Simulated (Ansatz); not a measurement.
System: fluorite CoSi2. Method: PBE0 in Ansatz (plane waves, PAW).

Numerical settings: plane-wave cutoff 460 eV, 10×10×10 k mesh, Fermi–Dirac smearing 0.05 eV, no spin polarisation, scalar-relativistic PAW data made under PBE.

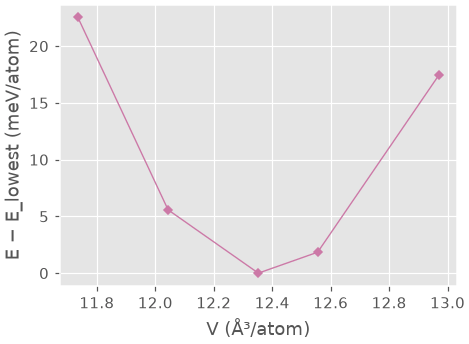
Fig. 1. Total energy against volume

Task: From the curve, estimate the equilibrium volume and the bulk modulus.

Result: V0 ≈ 12.4 Å³/atom and B0 ≈ 210 GPa; the fit gives V0 = 12.364 Å³/atom, B0 = 205 GPa, B′ = 4.4.

Measured, for comparison: equilibrium volume per atom 12.87 Å³/atom (room temperature, not corrected to a static lattice; as tabulated in Hegde and Bowen (2014), arXiv:1405.1317). Computed (rounded) less measured: equilibrium volume per atom -4.0 %.

Note: the run has no spin polarisation, so it can have missed a magnetic state.

Static lattice: no zero-point or thermal effects.

Ansatz is an electronic-structure program.
